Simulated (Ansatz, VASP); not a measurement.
**Li4Ge2B in two plane-wave programs**

Wanted: the spread between two codes on one cell, functional and k mesh. The structure shown is the end of the VASP relaxation below.

Calculated with Ansatz 0.2.0; plane waves, with VASP 6.6.1 beside it; single point at PBE.

**1. Starting point**

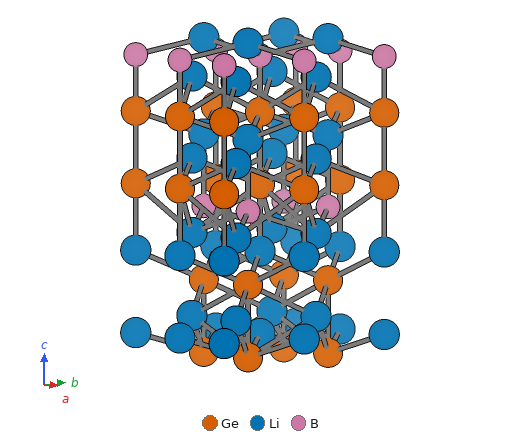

The starting structure, seen from the side, with the c axis up (germanium orange, lithium blue, boron pink). 2×2×1 cells are drawn. Bonds to atoms that aren't drawn are left out. Some periodic images of atoms are drawn too.

The cell holds 14 atoms: 4 Ge, 8 Li and 2 B. Cell: a = 4.460 Å, b = 4.460 Å, c = 26.283 Å, α = 90.0°, β = 90.0°, γ = 120.0°. It derives from Li4Ge2B. The (0 0 1) slab of Li4Ge2B, cut from the database cell (so at first; earlier steps may have moved the atoms). Vacuum lies along c.

As a file:

```
Ge Li B
1.0
     4.46030    0.00000    0.00000
    -2.23015    3.86274    0.00000
     0.00000    0.00000   26.28280
Ge Li B
4 8 2
Direct
  0.33333 0.66667 0.28536
  0.33333 0.66667 0.38329
  0.00000 0.00000 0.51433
  0.00000 0.00000 0.61194
  0.00000 0.00000 0.31302
  0.66667 0.33333 0.33897
  0.00000 0.00000 0.42426
  0.66667 0.33333 0.45098
  0.66667 0.33333 0.55128
  0.33333 0.66667 0.57941
  0.66667 0.33333 0.66182
  0.33333 0.66667 0.70908
  0.33333 0.66667 0.48230
  0.00000 0.00000 0.68800
```

**2. VASP: relaxation, PBE**

This run makes the geometry at which the two programs are then compared.

Lines of VASP's logs that name or quote its potential files are left out, and so is its time.

The input, INCAR:

```
SYSTEM = Li4Ge2B
PREC = Normal
ENCUT = 320
EDIFF = 1E-05
NELM = 120
ISMEAR = 1
SIGMA = 0.2
LREAL = Auto
ALGO = Fast
GGA = PE
NBANDS = 29
LORBIT = 11
LWAVE = .FALSE.
LCHARG = .FALSE.
KPAR = 2
NCORE = 2
IBRION = 2
NSW = 40
ISIF = 2
EDIFFG = -0.03
POTIM = 0.4
MAXMIX = 40
IDIPOL = 3
LDIPOL = .TRUE.
DIPOL = 0.5 0.5 0.499
```

The input, POSCAR:

```
Li4Ge2B
1.0
    4.4603029841      0.0000000000      0.0000000000
   -2.2301514921      3.8627356929      0.0000000000
    0.0000000000      0.0000000000     26.2828040605
Ge Li B
4 8 2
Selective dynamics
Direct
    0.3333333300      0.6666666700      0.2853576800  F F F
    0.3333333300      0.6666666700      0.3832893600  F F F
    0.0000000000      0.0000000000      0.5176985700  T T T
    0.0000000000      0.0000000000      0.6156302500  T T T
    0.0000000000      0.0000000000      0.3130178600  F F F
    0.6666666700      0.3333333300      0.3389703400  F F F
    0.0000000000      0.0000000000      0.4242626800  F F F
    0.6666666700      0.3333333300      0.4509818800  F F F
    0.6666666700      0.3333333300      0.5453587500  T T T
    0.3333333300      0.6666666700      0.5713112300  T T T
    0.6666666700      0.3333333300      0.6566035700  T T T
    0.3333333300      0.6666666700      0.6833227700  T T T
    0.3333333300      0.6666666700      0.4823014300  F F F
    0.0000000000      0.0000000000      0.7146423200  T T T
```

The input, KPOINTS:

```
Automatic mesh
0
Gamma
5 5 1
0 0 0
```

Potentials, in the order of the species: Ge, Li and B (PBE family, release 64).

The run is started by

```sh
$ mpirun -np 4 vasp_std
```

Numbers of over 12 decimals in the logs are rounded to 6 here.

The program printed:

```text
[banner, memory and clock lines left out]
running    4 mpi-ranks, on    1 nodes
 distrk:  each k-point on    2 cores,    2 groups
 distr:  one band on    2 cores,    1 groups

 POSCAR found type information on POSCAR GeLiB
 POSCAR found :  3 types and      14 ions
 LDA part: xc-table for (Slater+PW92), standard interpolation
 POSCAR, INCAR and KPOINTS ok, starting setup
 FFT: planning ... GRIDC
 FFT: planning ... GRID_SOFT
 FFT: planning ... GRID
 WAVECAR not read
 entering main loop
       N       E                     dE             d eps       ncg     rms          rms(c)
DAV:   1     0.708527386232E+02    0.70853E+02   -0.69126E+03   290   0.501E+02
DAV:   2    -0.337370145547E+02   -0.10459E+03   -0.98785E+02   418   0.109E+02
DAV:   3    -0.436347634246E+02   -0.98977E+01   -0.96433E+01   396   0.327E+01
DAV:   4    -0.440028529616E+02   -0.36809E+00   -0.36663E+00   420   0.663E+00
DAV:   5    -0.440107910279E+02   -0.79381E-02   -0.79364E-02   412   0.918E-01    0.435E+00
RMM:   6    -0.446302168434E+02   -0.61943E+00   -0.18745E+00   291   0.268E+00    0.556E+00
RMM:   7    -0.443467521083E+02    0.28346E+00   -0.41801E-01   290   0.165E+00    0.419E+00
RMM:   8    -0.429510428939E+02    0.13957E+01   -0.96456E-02   292   0.835E-01    0.188E+00
RMM:   9    -0.426658857821E+02    0.28516E+00   -0.19543E-01   293   0.106E+00    0.595E-01
RMM:  10    -0.426475248034E+02    0.18361E-01   -0.38628E-02   295   0.558E-01    0.280E-01
RMM:  11    -0.426417996204E+02    0.57252E-02   -0.89975E-03   294   0.305E-01    0.131E-01
RMM:  12    -0.426397840309E+02    0.20156E-02   -0.61222E-03   295   0.220E-01    0.694E-02
RMM:  13    -0.426401476551E+02   -0.36362E-03   -0.25719E-03   292   0.135E-01    0.373E-02
RMM:  14    -0.426409896639E+02   -0.84201E-03   -0.16459E-03   291   0.101E-01    0.329E-02
RMM:  15    -0.426415514077E+02   -0.56174E-03   -0.41008E-04   307   0.555E-02    0.134E-02
RMM:  16    -0.426417957274E+02   -0.24432E-03   -0.10369E-04   273   0.295E-02    0.112E-02
RMM:  17    -0.426418892963E+02   -0.93569E-04   -0.60240E-05   246   0.193E-02    0.572E-03
RMM:  18    -0.426420803125E+02   -0.19102E-03   -0.26846E-05   235   0.123E-02    0.314E-03
RMM:  19    -0.426422954855E+02   -0.21517E-03   -0.23556E-05   228   0.103E-02    0.292E-03
RMM:  20    -0.426423614205E+02   -0.65935E-04   -0.92098E-06   194   0.561E-03    0.132E-03
RMM:  21    -0.426424041123E+02   -0.42692E-04   -0.36529E-06   173   0.412E-03    0.176E-03
RMM:  22    -0.426424199616E+02   -0.15849E-04   -0.22046E-06   161   0.332E-03    0.801E-04
RMM:  23    -0.426424225913E+02   -0.26297E-05   -0.34579E-07   128   0.230E-03
   1 F= -.42642423E+02 E0= -.42642315E+02  d E =-.426424E+02
[... from here on, the cycles between the ionic steps are left out ...]
   2 F= -.42855486E+02 E0= -.42851859E+02  d E =-.213063E+00
   3 F= -.43394252E+02 E0= -.43383216E+02  d E =-.751830E+00
   4 F= -.38130409E+02 E0= -.38115543E+02  d E =0.451201E+01
   5 F= -.43416003E+02 E0= -.43404802E+02  d E =-.773580E+00
   6 F= -.43450229E+02 E0= -.43438230E+02  d E =-.807807E+00
   7 F= -.43459844E+02 E0= -.43448065E+02  d E =-.817422E+00
   8 F= -.43460414E+02 E0= -.43448574E+02  d E =-.817992E+00
   9 F= -.43549725E+02 E0= -.43538138E+02  d E =-.893105E-01
 trial-energy change:   -0.089311  1 .order   -0.088603   -0.098725   -0.078481
 step:   5.9525(harm=  8.8160)  dis= 0.13636  next Energy=   -43.648223 (dE=-0.188E+00)
 bond charge predicted
       N       E                     dE             d eps       ncg     rms          rms(c)
DAV:   1    -0.436671882772E+02   -0.11747E+00   -0.14159E+01   310   0.163E+01    0.761E-01
RMM:   2    -0.436670824732E+02    0.10580E-03   -0.22112E-01   290   0.170E+00    0.157E-01
RMM:   3    -0.436706862697E+02   -0.36038E-02   -0.26846E-02   296   0.626E-01    0.180E-01
RMM:   4    -0.436712302636E+02   -0.54399E-03   -0.69844E-03   307   0.293E-01    0.889E-02
RMM:   5    -0.436713291612E+02   -0.98898E-04   -0.94542E-04   310   0.118E-01    0.346E-02
RMM:   6    -0.436713139435E+02    0.15218E-04   -0.35357E-04   298   0.644E-02    0.240E-02
RMM:   7    -0.436713294568E+02   -0.15513E-04   -0.67863E-05   263   0.285E-02    0.144E-02
RMM:   8    -0.436713397531E+02   -0.10296E-04   -0.20460E-05   234   0.152E-02    0.710E-03
RMM:   9    -0.436713439598E+02   -0.42066E-05   -0.63559E-06   210   0.845E-03
  10 F= -.43671344E+02 E0= -.43661749E+02  d E =-.210930E+00
 curvature:  -4.64 expect dE=-0.599E+00 dE for cont linesearch -0.123E-01
 trial: gam= 1.52355 g(F)=  0.129E+00 g(S)=  0.000E+00 ort = 0.135E-01 (trialstep = 0.551E+00)
 search vector abs. value=  0.330E+00
 bond charge predicted
       N       E                     dE             d eps       ncg     rms          rms(c)
DAV:   1    -0.437343658949E+02   -0.63026E-01   -0.61310E-01   330   0.299E+00    0.322E-01
RMM:   2    -0.437348615753E+02   -0.49568E-03   -0.39854E-02   290   0.718E-01    0.940E-02
RMM:   3    -0.437363851211E+02   -0.15235E-02   -0.56751E-03   292   0.280E-01    0.784E-02
RMM:   4    -0.437365210457E+02   -0.13592E-03   -0.16106E-03   303   0.132E-01    0.563E-02
[... the rest is left out ...]
```

Parts of OUTCAR (step 2):

```text
ion  position               nearest neighbor table
   1  0.333  0.667  0.285-   2 2.57   5 2.68   5 2.68   5 2.68   6 2.94   6 2.94   6 2.94
   2  0.333  0.667  0.383-   1 2.57   7 2.79   7 2.79   7 2.79   6 2.83   6 2.83   6 2.83
   3  0.000  0.000  0.518-   7 2.46   4 2.57   9 2.68   9 2.68   9 2.68  10 2.94  10 2.94  10 2.94

  LATTYP: Found a hexagonal cell.
 ALAT       =     4.4603029841
 C/A-ratio  =     5.8926050885

 Subroutine GETGRP returns: Found  6 space group operations
 (whereof  6 operations were pure point group operations)

The static configuration has the point symmetry C_3v.

 Found      5 irreducible k-points:

   k-points           NKPTS =      5   k-points in BZ     NKDIM =      5   number of bands    NBANDS=     29

   dimension x,y,z NGX =    20 NGY =   20 NGZ =  120
   dimension x,y,z NGXF=    40 NGYF=   40 NGZF=  240

   ENCUT  =  320.0 eV  23.52 Ry    4.85 a.u.   6.51  6.51 38.34*2*pi/ulx,y,z

   NELECT =      30.0000    total number of electrons

 k-points in reciprocal lattice and weights: Automatic mesh
   0.00000000  0.00000000  0.00000000       0.040
   0.20000000  0.00000000  0.00000000       0.240
   0.40000000  0.00000000  0.00000000       0.240
   0.20000000  0.20000000  0.00000000       0.240
   0.40000000  0.20000000  0.00000000       0.240

 dipolmoment           0.000000      0.000000     -0.071797 electrons x Angstroem

 average (electrostatic) potential at core
       1 -37.1098       2 -37.0604       3 -37.5475       4 -36.9815       5 -31.2911
       6 -31.1820       7 -31.6650       8 -31.7963       9 -31.8950      10 -31.7270
      11 -31.1973      12 -31.7429      13 -34.7047      14 -33.7081

 E-fermi :  -0.7170

 k-point     1 :       0.0000    0.0000    0.0000
  band No.  band energies     occupation
    ...
     10      -2.1630      2.00000
     11      -1.3977      2.00002
     12      -1.3977      2.00002
     13      -0.8081      1.68980
     14      -0.8081      1.68971
     15      -0.4971     -0.06521
     16       0.0336     -0.00000
     17       0.0336     -0.00000
     18       0.6581     -0.00000
     19       1.3482     -0.00000
    ...

 k-point     2 :       0.2000    0.0000    0.0000
  band No.  band energies     occupation
    ...
     10      -2.4934      2.00000
     11      -2.3010      2.00000
     12      -1.8090      2.00000
     13      -1.2894      2.00040
     14      -1.1679      2.00646
     15      -0.4601     -0.06991
     16      -0.1489     -0.00044
     17       0.2676     -0.00000
     18       0.3214     -0.00000
     19       1.1245     -0.00000
    ...

 k-point     3 :       0.4000    0.0000    0.0000
  band No.  band energies     occupation
    ...
     12      -2.3354      2.00000
     13      -1.8226      2.00000
     14      -1.7772      2.00000
     15      -1.2968      2.00032
     16      -0.7630      1.37839
     17      -0.0933     -0.00010
     18       0.1653     -0.00000
     19       0.7130     -0.00000
     20       0.7873     -0.00000
     21       1.3975     -0.00000
    ...

  Total       -4.2095856     -4.2095856     -3.6193087      0.0000000      0.0000000     -0.0000000
  in kB      -14.8942580    -14.8942580    -12.8057539      0.0000000      0.0000000     -0.0000000
  external PRESSURE =     -14.1980900 kB  Pullay stress =       0.0000000 kB

  energy-cutoff  :      320.00
  volume of cell :      452.83
      direct lattice vectors                 reciprocal lattice vectors
     4.460302984  0.000000000  0.000000000     0.224200016  0.129441940  0.000000000
    -2.230151492  3.862735693  0.000000000     0.000000000  0.258883879  0.000000000
     0.000000000  0.000000000 26.282804060     0.000000000  0.000000000  0.038047691

 POSITION                                       TOTAL-FORCE (eV/Angst)
 -----------------------------------------------------------------------------------
     -0.00000      2.57516      7.50000         0.000000      0.000000      0.725640
     -0.00000      2.57516     10.07392        -0.000000      0.000000      0.346799
      2.23015      3.86274     13.51793         0.000000      0.000000      0.021676
      2.23015      3.86274     16.08348         0.000000     -0.000000      0.028501
      0.00000      0.00000      8.22699        -0.000000      0.000000      0.025770
      2.23015      1.28758      8.90909         0.000000     -0.000000      0.009340
      0.00000      0.00000     11.15081         0.000000      0.000000     -0.789088
      2.23015      1.28758     11.85307         0.000000      0.000000     -0.027111
      2.23015      1.28758     14.48908         0.000000     -0.000000      0.019553
     -0.00000      2.57516     15.22863         0.000000      0.000000      0.023174
      2.23015      1.28758     17.39454        -0.000000      0.000000     -0.004042
     -0.00000      2.57516     18.63656        -0.000000      0.000000     -0.008196
     -0.00000      2.57516     12.67623         0.000000     -0.000000     -0.370443
      0.00000      0.00000     18.08263         0.000000      0.000000     -0.001575
 -----------------------------------------------------------------------------------
    total drift:                                0.000030      0.000022      0.052074

  FREE ENERGIE OF THE ION-ELECTRON SYSTEM (eV)
  ---------------------------------------------------
  free  energy   TOTEN  =       -43.8871072418 eV

  energy  without entropy=      -43.8669084560  energy(sigma->0) =      -43.88037431

 reached required accuracy - stopping structural energy minimisation

 vacuum level on the upper side and lower side of the slab         2.853         3.609

 total charge
# of ion       s       p       d       tot
------------------------------------------
    1        1.236   0.983   0.021   2.239
    2        1.140   1.128   0.028   2.296
    3        1.215   1.041   0.046   2.302
    4        1.149   1.261   0.048   2.458
    5        0.107   0.158   0.000   0.265
    6        0.095   0.165   0.000   0.260
    7        0.110   0.177   0.000   0.287
    8        0.094   0.137   0.000   0.231
    9        0.111   0.152   0.000   0.263
   10        0.100   0.158   0.000   0.259
   11        0.087   0.139   0.000   0.226
   12        0.083   0.088   0.000   0.171
   13        0.776   0.685   0.000   1.461
   14        0.766   0.810   0.000   1.575
--------------------------------------------------
tot          7.068   7.081   0.143  14.291

[... 2 further parts left out ...]
```

CONTCAR:

```
Li4Ge2B
   1.00000000000000
     4.4603029841000001    0.0000000000000000    0.0000000000000000
    -2.2301514921000001    3.8627356928999999    0.0000000000000000
     0.0000000000000000    0.0000000000000000   26.2828040604999984
  Ge              Li              B
     4     8     2
Selective dynamics
Direct
     0.3333333300000021    0.6666666699999979    0.2853576799999971   F   F   F
     0.3333333300000021    0.6666666699999979    0.3832893599999991   F   F   F
     1.0000000000000000    1.0000000000000000    0.5143260441015758   T   T   T
     1.0000000000000000    1.0000000000000000    0.6119391036801471   T   T   T
     0.0000000000000000    0.0000000000000000    0.3130178600000022   F   F   F
     0.6666666699999979    0.3333333300000021    0.3389703400000030   F   F   F
     0.0000000000000000    0.0000000000000000    0.4242626799999982   F   F   F
     0.6666666699999979    0.3333333300000021    0.4509818800000005   F   F   F
     0.6666666699999979    0.3333333300000021    0.5512761093602304   T   T   T
     0.3333333300000021    0.6666666699999979    0.5794140664655827   T   T   T
     0.6666666699999979    0.3333333300000021    0.6618222445986277   T   T   T
     0.3333333300000021    0.6666666699999979    0.7090779737131756   T   T   T
     0.3333333300000021    0.6666666699999979    0.4823014299999997   F   F   F
     0.0000000000000000    0.0000000000000000    0.6880022576376716   T   T   T
```

(Part 1 of 2 ends here.)

[Lines on the potential files, build, host, timing and source positions are cut from VASP's logs without a mark.]

[Logs are printed without paths, hosts, clocks, repeated set-up lines and the standing remarks that a program may print on its own settings, such as how far it seeks lower states.]

[Hosts, paths, dates, database ids (printed as entryN), source tags and the programs' standing remarks are cut or masked in the printed files.]
